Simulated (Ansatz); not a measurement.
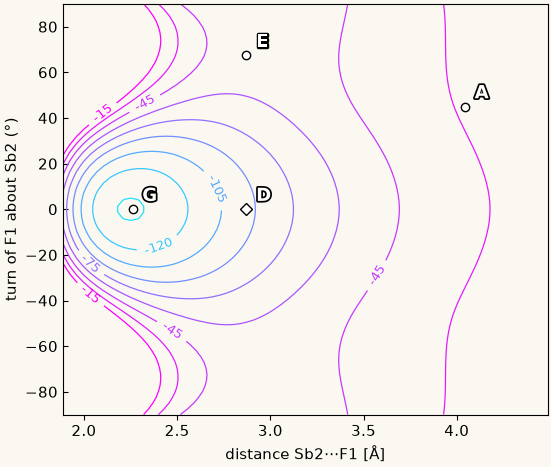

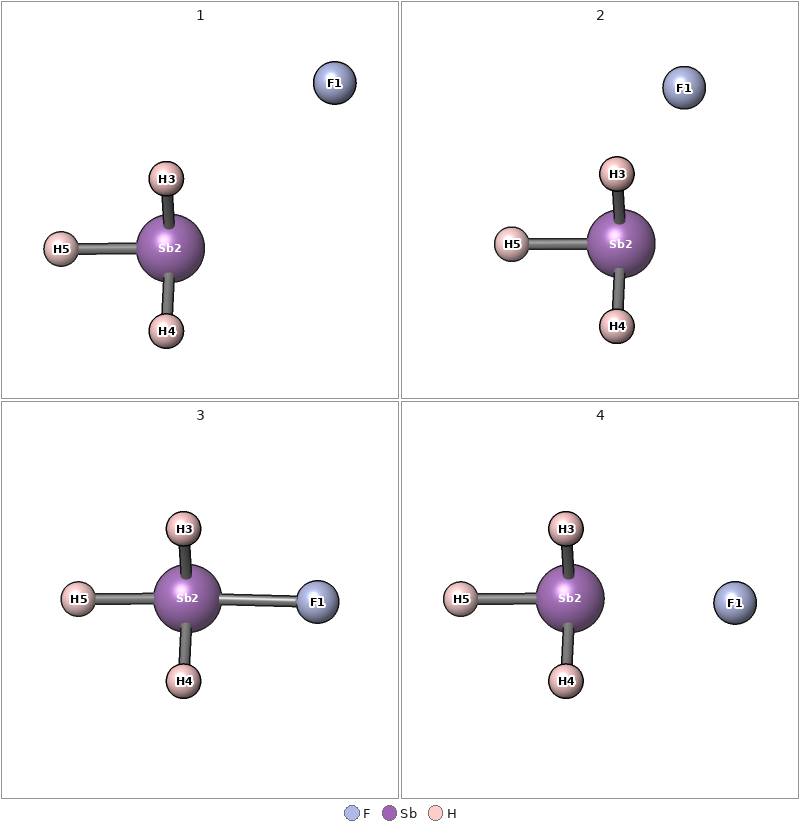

FH3Sb, charge −1. The turn is about an axis along (0.83, −0.52, 0.20) in the frame of the relaxed pair, normal to the line between the partners. Coordinates scanned: (1) distance Sb2···F1; (2) turn of F1 about Sb2. Grid: 9 × 9 points; 45 points were computed and 36 follow by symmetry. Points are written as (first, second). All energies are given in kJ/mol relative to the ion and the molecule far apart, frozen as in the relaxed pair, each in its own basis (no counterpoise correction). All numbers below come from Ansatz 0.2.0, RKS wB97X-V/def2-SVPD.

The picture shows contour lines labelled in kJ/mol (none above −15), lettered points. Between grid points the surface is interpolated. The numbered pictures are the structures at these points, in random order.

### Which structure belongs to which point?

A is structure 1: (4.044 Å, 45.0°), −29 kJ/mol; D is structure 4: (2.872 Å, 0.0°), −94 kJ/mol; E is structure 2: (2.872 Å, 67.5°), −52 kJ/mol; G is structure 3: (2.261 Å, 0.0°), −136 kJ/mol.
